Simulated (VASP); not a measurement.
# Iridium under strain

How does the pressure of Iridium answer to a change of volume? The bands are shown for each cell. All runs use PBE. Left out of this account: 1 further run (fields: a reference on another mesh). The start is a cell from a database of measured crystal structures.

Program: VASP 6.6.1. Level of theory: PBE; plane waves and PAW (Ir). Results are calculated unless marked as measured.

## Step 1: Set-up

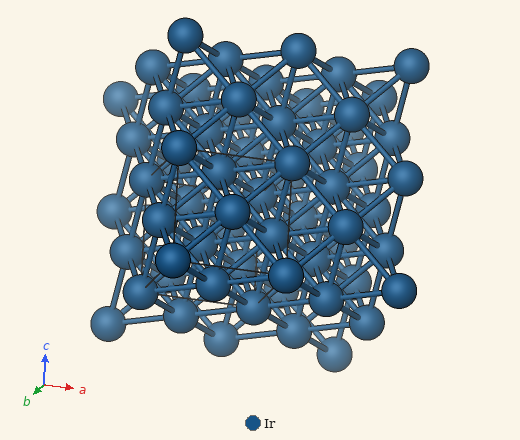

The cell as given, from a free direction (iridium blue). 2×2×2 cells are drawn. This picture shows the conventional cell, with its axes. Some periodic images of atoms are drawn too.

Coordinates:

```
Ir
1.0
     0.00000    1.91970    1.91970
     1.91970    0.00000    1.91970
     1.91970    1.91970    0.00000
Ir
1
Direct
  0.00000 0.00000 0.00000
```

## Step 2: Bands, cell as listed

The mesh alone shows little of the dispersion and can miss band extrema, so KPOINTS_OPT adds a path through the symmetry points after the self-consistent cycle. PBE, the usual starting point, adds the gradient of the density.

File INCAR:

```
SYSTEM = Ir
PREC = Accurate
ENCUT = 400
EDIFF = 1E-06
NELM = 100
ISMEAR = -1
SIGMA = 0.05
LREAL = .FALSE.
ALGO = Normal
GGA = PE
NBANDS = 15
LASPH = .TRUE.
LORBIT = 11
LWAVE = .FALSE.
LCHARG = .FALSE.
KPAR = 2
```

File POSCAR:

```
Ir
1.0
    0.0000000000      1.9197000000      1.9197000000
    1.9197000000      0.0000000000      1.9197000000
    1.9197000000      1.9197000000      0.0000000000
Ir
1
Direct
    0.0000000000      0.0000000000      0.0000000000
```

File KPOINTS:

```
Automatic mesh
0
Gamma
17 17 17
0 0 0
```

File KPOINTS_OPT:

```
Line mode
16
Line-mode
Reciprocal
  0.00000000   0.00000000   0.00000000 GAMMA
  0.50000000   0.00000000   0.50000000 X

  0.50000000   0.00000000   0.50000000 X
  0.50000000   0.25000000   0.75000000 W

  0.50000000   0.25000000   0.75000000 W
  0.37500000   0.37500000   0.75000000 K

  0.37500000   0.37500000   0.75000000 K
  0.00000000   0.00000000   0.00000000 GAMMA

  0.00000000   0.00000000   0.00000000 GAMMA
  0.50000000   0.50000000   0.50000000 L

  0.50000000   0.50000000   0.50000000 L
  0.62500000   0.25000000   0.62500000 U

  0.62500000   0.25000000   0.62500000 U
  0.50000000   0.25000000   0.75000000 W

  0.50000000   0.25000000   0.75000000 W
  0.50000000   0.50000000   0.50000000 L

  0.50000000   0.50000000   0.50000000 L
  0.37500000   0.37500000   0.75000000 K

  0.62500000   0.25000000   0.62500000 U
  0.50000000   0.00000000   0.50000000 X
```

Potentials, in the order of the species: Ir (PBE family, release 64).

Run with:

```bash
> mpirun -np 2 vasp_std
```

What it wrote:

```text
[banner, memory and clock lines left out]
running    2 mpi-ranks, on    1 nodes
 distrk:  each k-point on    1 cores,    2 groups
 distr:  one band on    1 cores,    1 groups

 POSCAR found type information on POSCAR Ir
 POSCAR found :  1 types and       1 ions
 LDA part: xc-table for (Slater+PW92), standard interpolation
 POSCAR, INCAR and KPOINTS ok, starting setup
 FFT: planning ... GRIDC
 FFT: planning ... GRID_SOFT
 FFT: planning ... GRID
 WAVECAR not read
 entering main loop
       N       E                     dE             d eps       ncg     rms          rms(c)
DAV:   1     0.424657672190E+02    0.42466E+02   -0.33613E+03  5045   0.434E+02
DAV:   2    -0.844053914638E+01   -0.50906E+02   -0.47578E+02  5986   0.142E+02
DAV:   3    -0.939569724602E+01   -0.95516E+00   -0.94959E+00  6714   0.207E+01
DAV:   4    -0.940136186196E+01   -0.56646E-02   -0.56632E-02  5759   0.159E+00
DAV:   5    -0.940143049361E+01   -0.68632E-04   -0.68615E-04  6763   0.158E-01    0.152E+01
DAV:   6    -0.893724845561E+01    0.46418E+00   -0.61875E-01  7064   0.723E+00    0.626E+00
DAV:   7    -0.884967833978E+01    0.87570E-01   -0.23444E-01  7549   0.394E+00    0.147E+00
DAV:   8    -0.884764304216E+01    0.20353E-02   -0.32732E-03  5714   0.391E-01    0.117E+00
DAV:   9    -0.884352047916E+01    0.41226E-02   -0.24501E-03  7071   0.523E-01    0.705E-02
DAV:  10    -0.884351142684E+01    0.90523E-05   -0.34612E-05  6161   0.348E-02    0.261E-02
DAV:  11    -0.884351380704E+01   -0.23802E-05   -0.38194E-06  6967   0.146E-02    0.202E-03
DAV:  12    -0.884351351919E+01    0.28784E-06   -0.61066E-08  4596   0.189E-03
   1 F= -.88435135E+01 E0= -.88399525E+01  d E =-.712208E-02
 Start KPOINTS_OPT (optional k-point list driver)
k-point batch [1-160\160]
       N       E                     dE             ncg
DAV:   1     0.163876964270E+05   -0.37141E+05     4864
DAV:   2     0.870636344663E+04   -0.76813E+04     5843
DAV:   3     0.856584292075E+04   -0.14052E+03     6655
DAV:   4     0.856506716391E+04   -0.77576E+00     5496
DAV:   5     0.856505789709E+04   -0.92668E-02     6654
DAV:   6     0.856505772759E+04   -0.16950E-03     5670
DAV:   7     0.856505772460E+04   -0.29893E-05     6078
DAV:   8     0.856505772449E+04   -0.10836E-06     4559
```

Elapsed: 15 s, on 2 MPI ranks of Intel Xeon Platinum 8375C at 2.90GHz (Ice Lake), shared host; peak memory 0.28 GiB.

The logs omit lines about the potential files and the build; timing stands in the text.

OUTCAR, selected parts (step 2):

```text
ion  position               nearest neighbor table
   1  0.000  0.000  0.000-

  LATTYP: Found a face centered cubic cell.
 ALAT       =     3.8394000000

 Subroutine GETGRP returns: Found 48 space group operations
 (whereof 48 operations were pure point group operations)

The static configuration has the point symmetry O_h .

 Found    165 irreducible k-points:

   k-points           NKPTS =    165   k-points in BZ     NKDIM =    165   number of bands    NBANDS=     15

   dimension x,y,z NGX =    18 NGY =   18 NGZ =   18
   dimension x,y,z NGXF=    36 NGYF=   36 NGZF=   36

   ENCUT  =  400.0 eV  29.40 Ry    5.42 a.u.   4.43  4.43  4.43*2*pi/ulx,y,z

   NELECT =       9.0000    total number of electrons

 k-points in reciprocal lattice and weights: Automatic mesh
   0.00000000  0.00000000  0.00000000       0.000
   0.05882353  0.00000000  0.00000000       0.002
   0.11764706  0.00000000  0.00000000       0.002
   0.17647059  0.00000000  0.00000000       0.002
   0.23529412  0.00000000  0.00000000       0.002
   0.29411765  0.00000000  0.00000000       0.002
   0.35294118  0.00000000  0.00000000       0.002
   0.41176471  0.00000000  0.00000000       0.002
   0.47058824  0.00000000  0.00000000       0.002
[...]
-0.29411765  0.47058824  0.17647059       0.005
  -0.29411765  0.47058824  0.23529412       0.005

 average (electrostatic) potential at core
       1 -48.7184

 E-fermi :  10.3054

 k-point     1 :       0.0000    0.0000    0.0000
  band No.  band energies     occupation
    ...
      2       6.5174      2.00000
      3       6.5174      2.00000
      4       6.5174      2.00000
      5       9.2044      2.00000
      6       9.2044      2.00000
      7      24.7310      0.00000
      8      30.3149      0.00000
      9      30.3149      0.00000
     10      30.3149      0.00000
     11      35.1880      0.00000
    ...

 k-point     2 :       0.0588    0.0000    0.0000
  band No.  band energies     occupation
    ...
      2       6.4349      2.00000
      3       6.5845      2.00000
      4       6.5845      2.00000
      5       9.1610      2.00000
      6       9.1610      2.00000
      7      24.9978      0.00000
      8      29.4930      0.00000
      9      30.5685      0.00000
     10      30.5685      0.00000
     11      36.1408      0.00000
    ...

 k-point     3 :       0.1176    0.0000    0.0000
  band No.  band energies     occupation
    ...
      2       6.2274      2.00000
      3       6.7567      2.00000
      4       6.7567      2.00000
      5       9.0710      2.00000
      6       9.0710      2.00000
      7      25.7209      0.00000
      8      27.9302      0.00000
      9      31.3029      0.00000
     10      31.3029      0.00000
     11      37.4802      0.00000
    ...

  Total        0.8539863      0.8539863      0.8539863      0.0000000      0.0000000      0.0000000
  in kB       96.7010960     96.7010960     96.7010960      0.0000000      0.0000000      0.0000000
  external PRESSURE =      96.7010960 kB  Pullay stress =       0.0000000 kB

  energy-cutoff  :      400.00
  volume of cell :       14.15
      direct lattice vectors                 reciprocal lattice vectors
     0.000000000  1.919700000  1.919700000    -0.260457363  0.260457363  0.260457363
     1.919700000  0.000000000  1.919700000     0.260457363 -0.260457363  0.260457363
     1.919700000  1.919700000  0.000000000     0.260457363  0.260457363 -0.260457363

 POSITION                                       TOTAL-FORCE (eV/Angst)
 -----------------------------------------------------------------------------------
      0.00000      0.00000      0.00000         0.000000      0.000000      0.000000
 -----------------------------------------------------------------------------------
    total drift:                               -0.000000      0.000000     -0.000000

  FREE ENERGIE OF THE ION-ELECTRON SYSTEM (eV)
  ---------------------------------------------------
  free  energy   TOTEN  =        -8.8435135192 eV

  energy  without entropy=       -8.8363914360  energy(sigma->0) =       -8.83995248

 total charge
# of ion       s       p       d       tot
------------------------------------------
    1        0.675   0.743   6.978   8.395

[... 3 further parts left out ...]
```

This run has no spin polarisation. Its electron count is odd, so without a moment it is a metal by construction. Spin-orbit coupling is off here; with elements this heavy it splits and shifts levels by tenths of an eV or more. At this level the cell is under a pressure of 9.7 GPa, so at these settings it is away from equilibrium.

Numbers from this step:

* SCF cycles: 12
* electrons: 9
* bands: 15
* irreducible k-points: 165
* symmetry operations: 48
* free energy (TOTEN): -8.844 eV
* energy at zero smearing: -8.840 eV
* Fermi energy: 10.31 eV
* pressure: 9.670 GPa
* metallic: yes

The electronic bands at the labelled points (eV, zero at the Fermi level; # counts the bands kept):

```csv
point,#1,#2,#3,#4,#5,#6,#7
Γ,-11.02,-3.79,-3.79,-3.79,-1.10,-1.10,14.43
X,-7.81,-7.24,0.96,1.57,1.57,1.80,10.61
W,-6.16,-4.78,-4.78,-1.70,1.58,8.31,9.17
K,-6.85,-5.89,-2.79,-0.79,0.71,6.45,7.79
Γ,-11.02,-3.79,-3.79,-3.79,-1.10,-1.10,14.43
L,-8.00,-3.89,-3.89,-0.66,0.99,0.99,7.36
U,-6.85,-5.89,-2.79,-0.79,0.71,6.45,7.79
W,-6.16,-4.78,-4.78,-1.70,1.58,8.31,9.17
L,-8.00,-3.89,-3.89,-0.66,0.99,0.99,7.36
K,-6.85,-5.89,-2.79,-0.79,0.71,6.45,7.79
jump to U,-6.85,-5.89,-2.79,-0.79,0.71,6.45,7.79
X,-7.81,-7.24,0.96,1.57,1.57,1.80,10.61
```

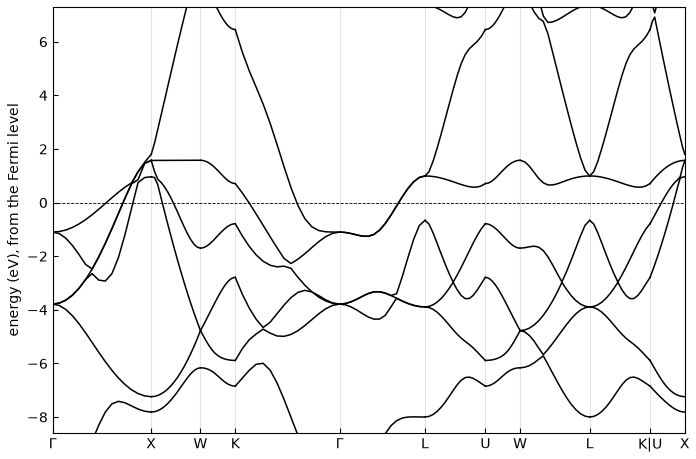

Electronic bands along the path.

There is no gap at this level.

## Step 3: Bands, volume times 1.04

The cell is expanded evenly, with fractional positions held.

INCAR is that of step 2.

File POSCAR:

```
Ir
1.0
    0.0000000000      1.9449621075      1.9449621075
    1.9449621075      0.0000000000      1.9449621075
    1.9449621075      1.9449621075      0.0000000000
Ir
1
Direct
    0.0000000000      0.0000000000      0.0000000000
```

KPOINTS is that of step 2.

KPOINTS_OPT is that of step 2.

Run with:

```bash
> mpirun -np 2 vasp_std
```

What it wrote:

```text
[... set-up lines as in an earlier step ...]
 entering main loop
       N       E                     dE             d eps       ncg     rms          rms(c)
DAV:   1     0.424216046098E+02    0.42422E+02   -0.33415E+03  5021   0.430E+02
DAV:   2    -0.847492953417E+01   -0.50897E+02   -0.47392E+02  6028   0.141E+02
DAV:   3    -0.942208494121E+01   -0.94716E+00   -0.94501E+00  6581   0.206E+01
DAV:   4    -0.942783770545E+01   -0.57528E-02   -0.57514E-02  6003   0.161E+00
DAV:   5    -0.942790986364E+01   -0.72158E-04   -0.72139E-04  6491   0.162E-01    0.136E+01
DAV:   6    -0.893881408572E+01    0.48910E+00   -0.70109E-01  7127   0.761E+00    0.544E+00
DAV:   7    -0.885742088796E+01    0.81393E-01   -0.22815E-01  7607   0.384E+00    0.150E+00
DAV:   8    -0.885538631106E+01    0.20346E-02   -0.26785E-03  5720   0.379E-01    0.119E+00
DAV:   9    -0.885153361257E+01    0.38527E-02   -0.20264E-03  7183   0.471E-01    0.493E-02
DAV:  10    -0.885153286560E+01    0.74697E-06   -0.25597E-05  5925   0.321E-02    0.272E-02
DAV:  11    -0.885153473995E+01   -0.18743E-05   -0.21985E-06  7082   0.117E-02    0.188E-03
DAV:  12    -0.885153467778E+01    0.62173E-07   -0.26234E-08  4428   0.103E-03
   1 F= -.88515347E+01 E0= -.88477423E+01  d E =-.758474E-02
 Start KPOINTS_OPT (optional k-point list driver)
k-point batch [1-160\160]
       N       E                     dE             ncg
DAV:   1     0.159748778171E+05   -0.37648E+05     4871
DAV:   2     0.829578863897E+04   -0.76791E+04     5682
DAV:   3     0.815711753488E+04   -0.13867E+03     6725
DAV:   4     0.815633254015E+04   -0.78499E+00     5550
DAV:   5     0.815632357931E+04   -0.89608E-02     6658
DAV:   6     0.815632341597E+04   -0.16334E-03     5654
DAV:   7     0.815632341332E+04   -0.26575E-05     6157
DAV:   8     0.815632341324E+04   -0.81111E-07     4412
```

Wall time 17 s (2 MPI ranks); peak memory 0.28 GiB.

Parts of OUTCAR (step 3):

```text
  LATTYP: Found a face centered cubic cell.
 ALAT       =     3.8899242150

The static configuration has the point symmetry O_h .

 Found    165 irreducible k-points:

   ENCUT  =  400.0 eV  29.40 Ry    5.42 a.u.   4.49  4.49  4.49*2*pi/ulx,y,z

   NELECT =       9.0000    total number of electrons

 E-fermi :   9.6432

 k-point     1 :       0.0000    0.0000    0.0000
  band No.  band energies     occupation
    ...
      2       6.0752      2.00000
      3       6.0752      2.00000
      4       6.0752      2.00000
      5       8.5984      2.00000
      6       8.5984      2.00000
      7      24.1339      0.00000
      8      29.4851      0.00000
      9      29.4851      0.00000
     10      29.4851      0.00000
     11      34.2658      0.00000
    ...

 k-point     2 :       0.0588    0.0000    0.0000
  band No.  band energies     occupation
    ...
      2       5.9983      2.00000
      3       6.1386      2.00000
      4       6.1386      2.00000
      5       8.5586      2.00000
      6       8.5586      2.00000
      7      24.3843      0.00000
      8      28.6765      0.00000
      9      29.7235      0.00000
     10      29.7235      0.00000
     11      35.1814      0.00000
    ...

  Total       -0.4133950     -0.4133950     -0.4133950     -0.0000000     -0.0000000     -0.0000000
  in kB      -45.0103491    -45.0103491    -45.0103491     -0.0000000     -0.0000000     -0.0000000
  external PRESSURE =     -45.0103491 kB  Pullay stress =       0.0000000 kB

  energy-cutoff  :      400.00
  volume of cell :       14.72
      direct lattice vectors                 reciprocal lattice vectors
     0.000000000  1.944962108  1.944962108    -0.257074417  0.257074417  0.257074417
     1.944962108  0.000000000  1.944962108     0.257074417 -0.257074417  0.257074417
     1.944962108  1.944962108  0.000000000     0.257074417  0.257074417 -0.257074417

 POSITION                                       TOTAL-FORCE (eV/Angst)
 -----------------------------------------------------------------------------------
      0.00000      0.00000      0.00000        -0.000000     -0.000000     -0.000000
 -----------------------------------------------------------------------------------
    total drift:                               -0.000000     -0.000000     -0.000000

  FREE ENERGIE OF THE ION-ELECTRON SYSTEM (eV)
  ---------------------------------------------------
  free  energy   TOTEN  =        -8.8515346778 eV

  energy  without entropy=       -8.8439499413  energy(sigma->0) =       -8.84774231

 total charge
# of ion       s       p       d       tot
------------------------------------------
    1        0.652   0.689   6.923   8.265

[... 5 parts as in an earlier step ...]

[... 5 further parts left out ...]
```

Numbers from this step:

```
free energy (TOTEN)     : -8.852 eV
energy at zero smearing : -8.848 eV
Fermi energy            : 9.643 eV
pressure                : -4.501 GPa
```

The electronic bands at the labelled points (eV, zero at the Fermi level; # counts the bands kept):

```csv
point,#1,#2,#3,#4,#5,#6,#7
Γ,-10.61,-3.57,-3.57,-3.57,-1.04,-1.04,14.49
X,-7.38,-6.83,0.88,1.46,1.46,1.80,10.07
W,-5.80,-4.51,-4.51,-1.59,1.46,7.95,8.88
K,-6.46,-5.56,-2.64,-0.74,0.66,6.25,7.49
Γ,-10.61,-3.57,-3.57,-3.57,-1.04,-1.04,14.49
L,-7.60,-3.66,-3.66,-0.56,0.92,0.92,6.96
U,-6.46,-5.56,-2.64,-0.74,0.66,6.25,7.49
W,-5.80,-4.51,-4.51,-1.59,1.46,7.95,8.88
L,-7.60,-3.66,-3.66,-0.56,0.92,0.92,6.96
K,-6.46,-5.56,-2.64,-0.74,0.66,6.25,7.49
jump to U,-6.46,-5.56,-2.64,-0.74,0.66,6.25,7.49
X,-7.38,-6.83,0.88,1.46,1.46,1.80,10.07
```

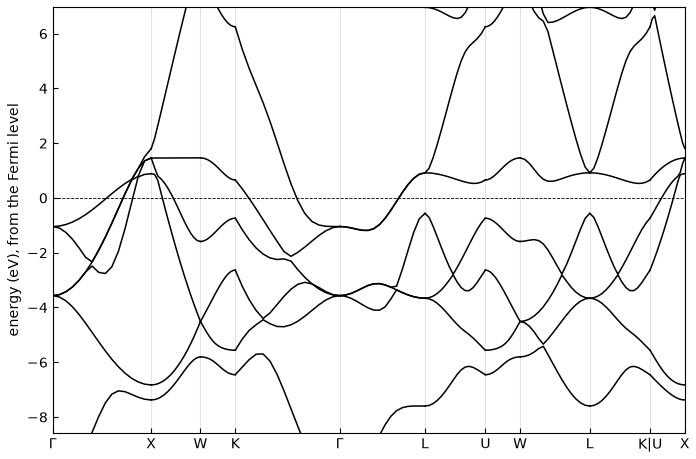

Electronic bands along the path.

 The pressure is -4.50 GPa.

For the pressure, step 2 gave 9.67 GPa; this run, with cell volume +4.0 %, gives -4.50 GPa.

(Continued in part 2 of 3.)

[Lines on the potential files, build, host, timing and source positions are cut from VASP's logs without a mark.]

[Logs are printed without paths, hosts, clocks, repeated set-up lines and the standing remarks that a program may print on its own settings, such as how far it seeks lower states.]

[Hosts, paths, dates, database ids (printed as entryN), source tags and the programs' standing remarks are cut or masked in the printed files.]

[A measured line is paired with the nearest computed mode of its activity, which favours agreement.]
